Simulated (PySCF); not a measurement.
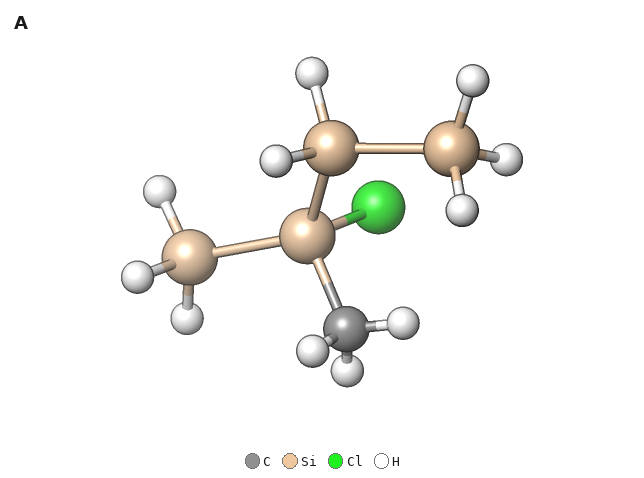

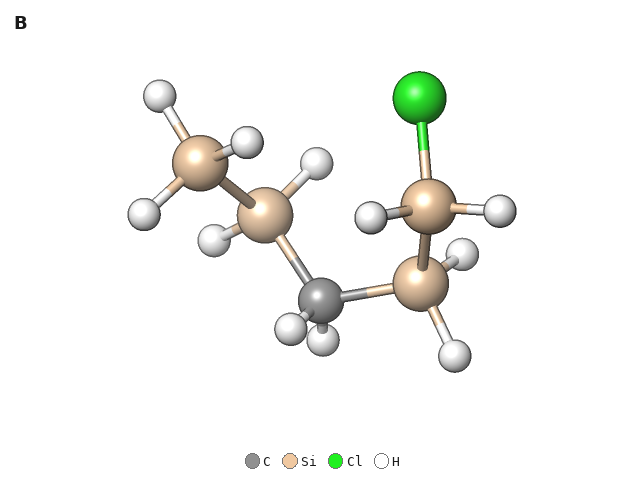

2 stationary structures of one formula. Geometries: GFN2-xTB. Electronic energies: PBE0/pcSseg-1 (PySCF 2.14.0), without zero-point energy. No frequency run is at hand to confirm each as a minimum. Each is one conformer, not always the lowest.

How are they related?

They are constitutional isomers of CH11ClSi4: A `C[Si@]([SiH3])(Cl)[SiH2][SiH3]`, B `[SiH3][SiH2]C[SiH2][SiH2]Cl`.

Rank them by energy, lowest first.

A is lowest; B lies 7.2 kcal/mol above it.

The geometry is semi-empirical. Around Si such bond lengths and angles can be off by a tenth of an ångström or more and by several degrees, and values that hang on the shape move with them.
